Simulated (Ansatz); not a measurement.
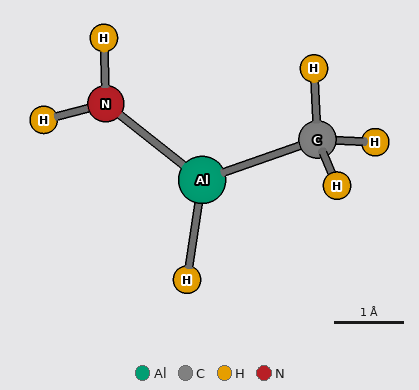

The structure as given in the input (ball-and-stick view, seen at a tilt). Sticks mark near contacts. Bond lengths as drawn: Al–C 1.96 Å, Al–H 1.60 Å, Al–N 1.79 Å, C–H 1.11 Å and H–N 1.02 Å.

Nudged elastic band of CH6AlN

- system: CH6AlN
- method: RKS PBE-D4/def2-SVP (Ansatz 0.2.0)

It belongs to a series of runs on one base structure; here: band between the two ends.

## The program's output
```
Engine: ansatz 0.2.0, x86_64-unknown-linux-gnu
Functional definition: PBE
  parameter kappa = 0.804
  parameter beta = 0.06672455060314922
  exchange = pbe_x(kappa = kappa, mu = beta*pi^2/3)
  correlation = pbe_c(beta = beta)
871 factors; their error is unknown
mean field evaluation 1: about -9195.8594 eV, gradient 8.3e1 eV
mean field evaluation 2: about -9144.5459 eV, gradient 1.4e2 eV
mean field evaluation 4: about -9210.7701 eV, gradient 1.5e1 eV
mean field evaluation 8: about -9211.3709 eV, gradient 1.1e-1 eV
mean field evaluation 16: about -9211.3313 eV, gradient 6.0e-5 eV
mean field -9211.33130728 eV, -338.5101818781 hartree, gradient 6.0e-5 eV, S^2 0.000000; 0 other end points of the search recorded, 0 dependent functions left out
the calculation of the forces begins
reference -9211.33134549 eV, -338.5101832822 hartree; 16, 16 occupied and 60, 60 virtual orbitals, 871 factors
871 factors; their error is unknown
mean field evaluation 32: about -9210.5427 eV, gradient 1.1e-3 eV
mean field -9210.54265691 eV, -338.4811995115 hartree, gradient 2.5e-5 eV, S^2 0.000000; 0 other end points of the search recorded, 0 dependent functions left out
[... from here on the field's lines of each further geometry are left out, up to the last ...]
NEB iter   1: max|band force component| = 6.769e1 eV/Å  barrier→ = 16.1024 eV  barrier← = 15.3085 eV  Δτ_max = 0.2000 Å  (260 SCF iters)
NEB iter   2: max|band force component| = 1.346e1 eV/Å  barrier→ = 4.9081 eV  barrier← = 4.1142 eV  Δτ_max = 0.1958 Å  (219 SCF iters)
NEB iter   3: max|band force component| = 6.895e0 eV/Å  barrier→ = 3.7043 eV  barrier← = 2.9104 eV  Δτ_max = 0.1980 Å  (205 SCF iters)
NEB iter   4: max|band force component| = 2.613e0 eV/Å  barrier→ = 4.0781 eV  barrier← = 3.2842 eV  Δτ_max = 0.1965 Å  (206 SCF iters)
NEB iter   5: max|band force component| = 2.144e0 eV/Å  barrier→ = 3.4423 eV  barrier← = 2.6484 eV  Δτ_max = 0.1033 Å  (213 SCF iters)
NEB iter   6: max|band force component| = 1.222e0 eV/Å  barrier→ = 2.9777 eV  barrier← = 2.1838 eV  Δτ_max = 0.2000 Å  (194 SCF iters)
NEB iter   7: max|band force component| = 1.260e0 eV/Å  barrier→ = 2.5692 eV  barrier← = 1.7753 eV  Δτ_max = 0.1002 Å  (202 SCF iters)
NEB iter   8: max|band force component| = 1.389e0 eV/Å  barrier→ = 2.8359 eV  barrier← = 2.0419 eV  Δτ_max = 0.0507 Å  (191 SCF iters)
NEB iter   9: max|band force component| = 8.987e-1 eV/Å  barrier→ = 2.8957 eV  barrier← = 2.1018 eV  Δτ_max = 0.0508 Å  (190 SCF iters)
NEB iter  10: max|band force component| = 1.786e0 eV/Å  barrier→ = 2.8746 eV  barrier← = 2.0807 eV  CI = image 2  Δτ_max = 0.0504 Å  (192 SCF iters)
NEB iter  11: max|band force component| = 1.419e0 eV/Å  barrier→ = 2.9973 eV  barrier← = 2.2034 eV  CI = image 2  Δτ_max = 0.1008 Å  (189 SCF iters)
NEB iter  12: max|band force component| = 1.052e0 eV/Å  barrier→ = 3.0631 eV  barrier← = 2.2692 eV  CI = image 2  Δτ_max = 0.2000 Å  (192 SCF iters)
NEB iter  13: max|band force component| = 6.032e-1 eV/Å  barrier→ = 3.1021 eV  barrier← = 2.3082 eV  CI = image 2  Δτ_max = 0.2000 Å  (191 SCF iters)
NEB iter  14: max|band force component| = 4.639e-1 eV/Å  barrier→ = 3.0771 eV  barrier← = 2.2832 eV  CI = image 2  Δτ_max = 0.1990 Å  (191 SCF iters)
NEB iter  15: max|band force component| = 1.184e0 eV/Å  barrier→ = 3.0566 eV  barrier← = 2.2627 eV  CI = image 2  Δτ_max = 0.1022 Å  (193 SCF iters)
NEB iter  16: max|band force component| = 3.526e-1 eV/Å  barrier→ = 3.0469 eV  barrier← = 2.2529 eV  CI = image 2  Δτ_max = 0.1487 Å  (191 SCF iters)
NEB iter  17: max|band force component| = 1.635e-1 eV/Å  barrier→ = 3.0405 eV  barrier← = 2.2466 eV  CI = image 2  Δτ_max = 0.1960 Å  (189 SCF iters)
NEB iter  18: max|band force component| = 1.688e0 eV/Å  barrier→ = 3.0394 eV  barrier← = 2.2455 eV  CI = image 2  Δτ_max = 0.1002 Å  (198 SCF iters)
NEB iter  19: max|band force component| = 4.515e-1 eV/Å  barrier→ = 3.0383 eV  barrier← = 2.2444 eV  CI = image 2  Δτ_max = 0.2000 Å  (194 SCF iters)
NEB iter  20: max|band force component| = 6.063e-1 eV/Å  barrier→ = 3.0378 eV  barrier← = 2.2439 eV  CI = image 2  Δτ_max = 0.0986 Å  (196 SCF iters)
NEB iter  21: max|band force component| = 3.355e-1 eV/Å  barrier→ = 3.0376 eV  barrier← = 2.2437 eV  CI = image 2  Δτ_max = 0.1011 Å  (197 SCF iters)
NEB iter  22: max|band force component| = 4.015e-1 eV/Å  barrier→ = 3.0375 eV  barrier← = 2.2436 eV  CI = image 2  Δτ_max = 0.0500 Å  (198 SCF iters)
NEB iter  23: max|band force component| = 1.764e-1 eV/Å  barrier→ = 3.0375 eV  barrier← = 2.2436 eV  CI = image 2  Δτ_max = 0.0499 Å  (185 SCF iters)
NEB iter  24: max|band force component| = 5.129e-2 eV/Å  barrier→ = 3.0375 eV  barrier← = 2.2436 eV  CI = image 2  Δτ_max = 0.0499 Å  (182 SCF iters)
NEB iter  25: max|band force component| = 7.517e-2 eV/Å  barrier→ = 3.0375 eV  barrier← = 2.2436 eV  CI = image 2  Δτ_max = 0.0250 Å  (182 SCF iters)
NEB iter  26: max|band force component| = 9.984e-2 eV/Å  barrier→ = 3.0375 eV  barrier← = 2.2436 eV  CI = image 2  Δτ_max = 0.0125 Å  (171 SCF iters)
NEB iter  27: max|band force component| = 6.747e-2 eV/Å  barrier→ = 3.0375 eV  barrier← = 2.2436 eV  CI = image 2  Δτ_max = 0.0125 Å  (170 SCF iters)
NEB iter  28: max|band force component| = 1.310e-1 eV/Å  barrier→ = 3.0375 eV  barrier← = 2.2436 eV  CI = image 2  Δτ_max = 0.0063 Å  (167 SCF iters)
NEB iter  29: max|band force component| = 3.731e-2 eV/Å  barrier→ = 3.0375 eV  barrier← = 2.2436 eV  CI = image 2  Δτ_max = 0.0125 Å  (176 SCF iters)
the calculation of the forces begins
reference -9210.52270709 eV, -338.4804663690 hartree; 16, 16 occupied and 60, 60 virtual orbitals, 871 factors
871 factors; their error is unknown
mean field evaluation 1696: about -9208.2840 eV, gradient 1.4e-5 eV
mean field -9208.28402483 eV, -338.3981963134 hartree, gradient 1.4e-5 eV, S^2 0.000000; 1 other end points of the search recorded, 0 dependent functions left out
the calculation of the forces begins
reference -9208.28406084 eV, -338.3981976368 hartree; 16, 16 occupied and 60, 60 virtual orbitals, 871 factors
NEB iter  30: max|band force component| = 2.672e-2 eV/Å  barrier→ = 3.0375 eV  barrier← = 2.2436 eV  CI = image 2  Δτ_max = 0.0000 Å  (365 SCF iters)
```

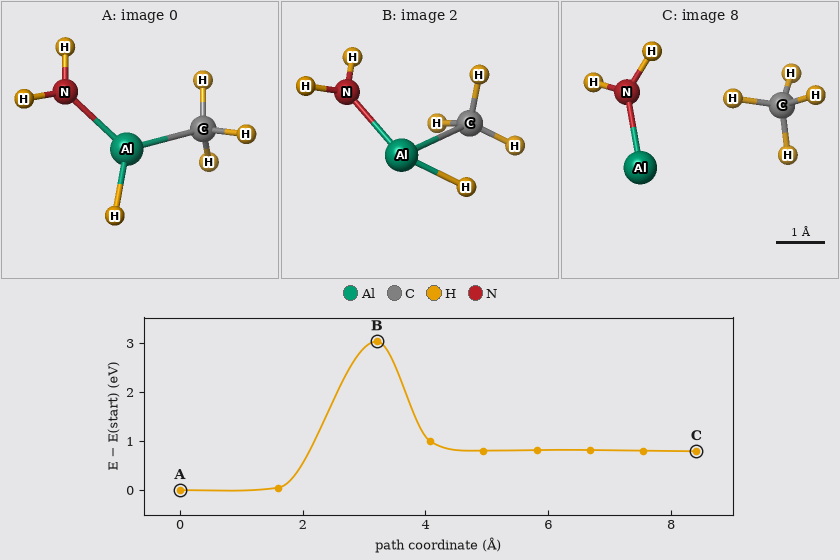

Images of the last band (counted from 0; ball-and-stick, seen at a tilt) above the energy along the path; the line is a cubic interpolation that uses the forces. The highest image is number 2, 3.037 eV above the start and 2.244 eV above the end (the climbing image); the end lies 0.794 eV above the start. The path is 8.41 Å long. The band converged in 30 iterations.

```
Total energy: -9208.41406510 eV, -338.4029752050 hartree
Atom 0 at     0.569983     0.071496    -0.756820 Å, force     0.000423    -0.000087    -0.000007 eV/Å
Atom 1 at     0.959343    -0.120982     1.456539 Å, force    -0.000035     0.000149     0.000045 eV/Å
Atom 2 at     0.347035    -1.025722     1.666403 Å, force    -0.000027    -0.000075     0.000004 eV/Å
Atom 3 at     1.933730    -0.218801     1.972616 Å, force     0.000091    -0.000046     0.000042 eV/Å
Atom 4 at     0.457134     0.808034     1.806185 Å, force     0.000010    -0.000034    -0.000011 eV/Å
Atom 5 at     1.966715    -0.069059    -0.016962 Å, force    -0.000248     0.000057    -0.000063 eV/Å
Atom 6 at    -1.204635     0.164671    -0.584061 Å, force    -0.000081     0.000021    -0.000073 eV/Å
Atom 7 at    -1.708902     0.126909     0.306951 Å, force    -0.000023    -0.000000     0.000063 eV/Å
Atom 8 at    -1.855701     0.263456    -1.364851 Å, force    -0.000109     0.000014    -0.000000 eV/Å
Dipole moment:    -0.351530     0.012567     0.112590 e Å
this run last wrote the band of iteration 30 to [file]
```

## The last band as extended XYZ (Å, eV, eV/Å)
```
9
Properties=species:S:1:pos:R:3:forces:R:3 image=0 energy=-9211.45152
Al    0.4894    0.1898   -0.1158    0.0008   0.0009  -0.0056
C     0.9458   -0.1105    1.7712   -0.0028   0.0004   0.0051
H     0.0765   -0.4251    2.3848   -0.0012   0.0003   0.0008
H     1.7297   -0.8913    1.8735    0.0010  -0.0037  -0.0040
H     1.3644    0.8110    2.2301   -0.0004   0.0034  -0.0003
H     1.5495    0.6293   -1.2332   -0.0013  -0.0009   0.0010
N    -1.1942   -0.0221   -0.6803    0.0031   0.0001   0.0007
H    -1.9901   -0.2972   -0.0997   -0.0003  -0.0016   0.0023
H    -1.5063    0.1161   -1.6446    0.0012   0.0011   0.0001
9
Properties=species:S:1:pos:R:3:forces:R:3 image=1 energy=-9211.40049
Al    0.5704    0.0226   -0.2004    0.0036  -0.0078   0.1146
C     0.9054   -0.1227    1.7213   -0.0137  -0.0028   0.0563
H     0.3900   -1.0172    2.1302    0.0050  -0.0006   0.0931
H     1.9801   -0.2009    1.9799    0.0056  -0.0007   0.0056
H     0.4913    0.7631    2.2473    0.0044  -0.0122   0.0923
H     1.7594    0.0239   -1.2564   -0.0410   0.0187  -0.2486
N    -1.1554    0.1509   -0.6512    0.0123   0.0004  -0.0168
H    -1.8729    0.1439    0.0800   -0.0327   0.0052  -0.0510
H    -1.6037    0.2365   -1.5648    0.0566  -0.0003  -0.0455
9
Properties=species:S:1:pos:R:3:forces:R:3 image=2 energy=-9208.41403
Al    0.5700    0.0715   -0.7568    0.0004  -0.0001   0.0000
C     0.9593   -0.1210    1.4565    0.0000   0.0001   0.0000
H     0.3470   -1.0257    1.6664    0.0000  -0.0001   0.0000
H     1.9337   -0.2188    1.9726    0.0001   0.0000   0.0000
H     0.4571    0.8080    1.8062    0.0000   0.0000   0.0000
H     1.9667   -0.0691   -0.0170   -0.0002   0.0001  -0.0001
N    -1.2046    0.1647   -0.5841   -0.0001   0.0000  -0.0001
H    -1.7089    0.1269    0.3070    0.0000   0.0000   0.0001
H    -1.8557    0.2635   -1.3649   -0.0001   0.0000   0.0000
9
Properties=species:S:1:pos:R:3:forces:R:3 image=3 energy=-9210.45128
Al    0.4949    0.2524   -1.2579   -0.0974   0.0898  -0.5934
C     1.1320   -0.1664    1.4794    0.2049  -0.0111   0.0260
H     0.4876   -1.0679    1.4878    0.1362   0.0374  -0.1239
H     1.9637   -0.2900    2.1916    0.0457  -0.0373   0.2470
H     0.5278    0.7217    1.7514    0.1337  -0.0037  -0.1293
H     1.6556   -0.0307    0.4784   -0.3683  -0.0727   0.5480
N    -1.2024    0.1938   -0.6096   -0.0037   0.0041  -0.0243
H    -1.6683    0.0707    0.2955    0.0474  -0.0020   0.0051
H    -1.9262    0.3164   -1.3306   -0.0985  -0.0046   0.0449
9
Properties=species:S:1:pos:R:3:forces:R:3 image=4 energy=-9210.64426
Al    0.2265    0.4296   -1.7656    0.0011   0.0008  -0.0137
C     1.2316   -0.1972    1.6111   -0.0005   0.0035   0.0110
H     0.5513   -1.0670    1.5493   -0.0006  -0.0036   0.0001
H     1.9919   -0.3746    2.3941   -0.0018  -0.0005   0.0062
H     0.6566    0.7163    1.8535    0.0006  -0.0023   0.0017
H     1.7438   -0.0619    0.6367    0.0060   0.0011  -0.0059
N    -1.3023    0.2259   -0.8020    0.0016   0.0028  -0.0076
H    -1.3867    0.1021    0.2140    0.0014  -0.0018   0.0006
H    -2.2480    0.2269   -1.2050   -0.0078   0.0000   0.0077
9
Properties=species:S:1:pos:R:3:forces:R:3 image=5 energy=-9210.63283
Al   -0.0665    1.1229   -1.5334   -0.0022  -0.0063   0.0046
C     1.3723   -0.2237    1.6086    0.0017   0.0017  -0.0001
H     0.5312   -0.9257    1.4555    0.0048  -0.0089  -0.0018
H     2.0628   -0.6407    2.3654    0.0020   0.0035  -0.0006
H     0.9871    0.7521    1.9589   -0.0106  -0.0019   0.0000
H     1.9181   -0.0846    0.6551   -0.0026  -0.0018  -0.0028
N    -1.4656    0.2005   -0.8268   -0.0078   0.0028  -0.0075
H    -1.4694   -0.3460    0.0433    0.0035   0.0136   0.0055
H    -2.4054    0.1451   -1.2406    0.0113  -0.0027   0.0028
9
Properties=species:S:1:pos:R:3:forces:R:3 image=6 energy=-9210.63190
Al   -0.2769    1.4308   -1.2662   -0.0081   0.0013   0.0039
C     1.4195   -0.2190    1.5963    0.0000   0.0034  -0.0006
H     0.4174   -0.6693    1.4695   -0.0042   0.0040   0.0025
H     2.0309   -0.8531    2.2654   -0.0035  -0.0023   0.0003
H     1.3099    0.7894    2.0368    0.0068   0.0031   0.0009
H     1.9215   -0.1352    0.6130   -0.0021  -0.0050  -0.0010
N    -1.5117    0.1682   -0.8281    0.0127  -0.0073  -0.0045
H    -1.3242   -0.7430   -0.3914    0.0023   0.0000  -0.0071
H    -2.5216    0.2312   -1.0093   -0.0039   0.0030   0.0056
9
Properties=species:S:1:pos:R:3:forces:R:3 image=7 energy=-9210.64601
Al   -0.5609    1.5859   -1.2594   -0.0020   0.0091  -0.0068
C     1.4432   -0.1878    1.5691    0.0014   0.0017  -0.0012
H     0.3858   -0.3374    1.2810   -0.0021   0.0056  -0.0027
H     1.7548   -0.9684    2.2883   -0.0066  -0.0028   0.0005
H     1.5539    0.8095    2.0346    0.0030   0.0002   0.0011
H     2.0843   -0.2419    0.6685    0.0026  -0.0011   0.0017
N    -1.5232    0.1107   -0.7973    0.0149  -0.0276   0.0198
H    -1.1437   -0.8408   -0.7071   -0.0040   0.0094  -0.0131
H    -2.5294    0.0703   -0.5918   -0.0071   0.0054   0.0008
9
Properties=species:S:1:pos:R:3:forces:R:3 image=8 energy=-9210.65761
Al   -0.9566    1.7585   -1.3506   -0.0072   0.0044  -0.0041
C     1.4544   -0.2007    1.5717   -0.0001   0.0045  -0.0066
H     0.4789   -0.1893    1.0486    0.0050  -0.0029   0.0010
H     1.4633   -0.9933    2.3435   -0.0078  -0.0005  -0.0020
H     1.6229    0.7815    2.0526    0.0004  -0.0034   0.0005
H     2.2637   -0.3917    0.8413   -0.0011   0.0002   0.0063
N    -1.5019    0.1122   -0.7913    0.0050  -0.0114  -0.0008
H    -1.0321   -0.7756   -1.0124   -0.0095   0.0078   0.0031
H    -2.3278   -0.1017   -0.2174    0.0153   0.0013   0.0026
```

The run was set up as follows.

## The input
```yaml
crystal:
  periodic: [false, false, false]
  atoms:
    - { symbol: Al, position_ang: [0.489403, 0.189807, -0.1158] }
    - { symbol: C, position_ang: [0.94577, -0.110462, 1.771208] }
    - { symbol: H, position_ang: [0.076519, -0.425146, 2.384753] }
    - { symbol: H, position_ang: [1.729668, -0.891279, 1.873471] }
    - { symbol: H, position_ang: [1.364406, 0.810999, 2.230097] }
    - { symbol: H, position_ang: [1.549546, 0.629338, -1.233168] }
    - { symbol: "N", position_ang: [-1.194169, -0.022118, -0.680305] }
    - { symbol: H, position_ang: [-1.990113, -0.29724, -0.099654] }
    - { symbol: H, position_ang: [-1.506328, 0.116102, -1.644601] }
basis:
  gaussian: { orbitals: def2-SVP }
hamiltonian:
  xc: pbe
  dispersion: d4
neb:
  order_check: false
  images: 7
  f_tol: 0.03
  max_iterations: 60
  final_atoms:
    - { symbol: Al, position_ang: [-0.95655042, 1.7585445, -1.3506228] }
    - { symbol: C, position_ang: [1.45437107, -0.2006902, 1.57174523] }
    - { symbol: H, position_ang: [0.47886603, -0.18927359, 1.04857086] }
    - { symbol: H, position_ang: [1.46330443, -0.99328003, 2.34354602] }
    - { symbol: H, position_ang: [1.62288238, 0.78153853, 2.05258297] }
    - { symbol: H, position_ang: [2.26368634, -0.39169772, 0.84133714] }
    - { symbol: "N", position_ang: [-1.50192223, 0.11219715, -0.79134508] }
    - { symbol: H, position_ang: [-1.03211157, -0.77564487, -1.01240517] }
    - { symbol: H, position_ang: [-2.32782403, -0.10169278, -0.21740816] }
  initial_path:
    images:
      - { positions_ang: [[0.489403, 0.189807, -0.1158], [0.94577, -0.110462, 1.771208], [0.076519, -0.425146, 2.384753], [1.729668, -0.891279, 1.873471], [1.364406, 0.810999, 2.230097], [1.549546, 0.629338, -1.233168], [-1.194169, -0.022118, -0.680305], [-1.990113, -0.29724, -0.099654], [-1.506328, 0.116102, -1.644601]] }
      - { positions_ang: [[0.36715617, 0.1424079, -0.08688383], [1.06025369, -0.08110833, 1.74216805], [0.15901409, -0.39686786, 2.29448983], [1.8415242, -0.84313659, 1.91107944], [1.42998179, 0.8652516, 2.17983111], [1.60018745, 0.47568886, -0.88241318], [-1.31098518, -0.01933714, -0.75061418], [-2.07342531, -0.43128869, -0.29127623], [-1.6090049, 0.28839124, -1.63038001]] }
      - { positions_ang: [[0.24490934, 0.0950088, -0.05796765], [1.17473737, -0.05175466, 1.7131281], [0.24150919, -0.36858971, 2.20422666], [1.95338041, -0.79499418, 1.94868789], [1.49555758, 0.9195042, 2.12956521], [1.6508289, 0.32203972, -0.53165837], [-1.42780136, -0.01655629, -0.82092336], [-2.15673761, -0.56533738, -0.48289845], [-1.71168181, 0.46068049, -1.61615903]] }
      - { positions_ang: [[0.12266251, 0.0476097, -0.02905148], [1.28922106, -0.02240099, 1.68408815], [0.32400428, -0.34031157, 2.11396349], [2.06523661, -0.74685178, 1.98629633], [1.56113337, 0.97375681, 2.07929932], [1.70147034, 0.16839058, -0.18090355], [-1.54461754, -0.01377543, -0.89123254], [-2.24004992, -0.69938607, -0.67452068], [-1.81435871, 0.63296973, -1.60193804]] }
      - { positions_ang: [[0.00041568, 0.0002106, -0.0001353], [1.40370474, 0.00695268, 1.6550482], [0.40649938, -0.31203342, 2.02370031], [2.17709282, -0.69870937, 2.02390478], [1.62670916, 1.02800941, 2.02903342], [1.75211179, 0.01474144, 0.16985126], [-1.66143372, -0.01099457, -0.96154172], [-2.32336222, -0.83343476, -0.8661429], [-1.91703562, 0.80525898, -1.58771705]] }
      - { positions_ang: [[-0.23882585, 0.43979408, -0.33775717], [1.41637132, -0.04495804, 1.63422246], [0.42459104, -0.28134346, 1.77991795], [1.99864572, -0.77235203, 2.10381509], [1.62575246, 0.96639169, 2.03492081], [1.88000543, -0.08686835, 0.33772273], [-1.62155585, 0.01980336, -0.91899256], [-2.00054956, -0.81898728, -0.90270847], [-2.01973272, 0.57852104, -1.24513983]] }
      - { positions_ang: [[-0.47806737, 0.87937755, -0.67537905], [1.42903791, -0.09686876, 1.61339671], [0.4426827, -0.2506535, 1.53613559], [1.82019862, -0.8459947, 2.1837254], [1.62479577, 0.90477397, 2.0408082], [2.00789907, -0.18847814, 0.5055942], [-1.58167797, 0.05060129, -0.8764434], [-1.6777369, -0.80453981, -0.93927404], [-2.12242983, 0.3517831, -0.90256261]] }
      - { positions_ang: [[-0.71730889, 1.31896103, -1.01300092], [1.44170449, -0.14877948, 1.59257097], [0.46077436, -0.21996355, 1.29235322], [1.64175152, -0.91963736, 2.26363571], [1.62383908, 0.84315625, 2.04669558], [2.13579271, -0.29008793, 0.67346567], [-1.5418001, 0.08139922, -0.83389424], [-1.35492423, -0.79009234, -0.9758396], [-2.22512693, 0.12504516, -0.55998539]] }
      - { positions_ang: [[-0.95655042, 1.7585445, -1.3506228], [1.45437107, -0.2006902, 1.57174523], [0.47886603, -0.18927359, 1.04857086], [1.46330443, -0.99328003, 2.34354602], [1.62288238, 0.78153853, 2.05258297], [2.26368634, -0.39169772, 0.84133714], [-1.50192223, 0.11219715, -0.79134508], [-1.03211157, -0.77564487, -1.01240517], [-2.32782403, -0.10169278, -0.21740816]] }
```

Run as:
```bash
ansatz run input.yaml --threads 1 --pin off --max-ram 2048MiB --backend cpu --events-out ev --progress --plain --runs-dir out
```

## Results in brief

| quantity | value |
| --- | --- |
| outcome | converged |
| barrier, forward | 3.038 eV |
| barrier, backward | 2.244 eV |
| hardware | 1 thread of Intel Xeon (Sapphire Rapids), 32 GiB of memory available, shared host |
| wall time | 4.3 min |
| peak memory | 0.17 GiB |

## Remarks

The order of the saddle point was not checked.
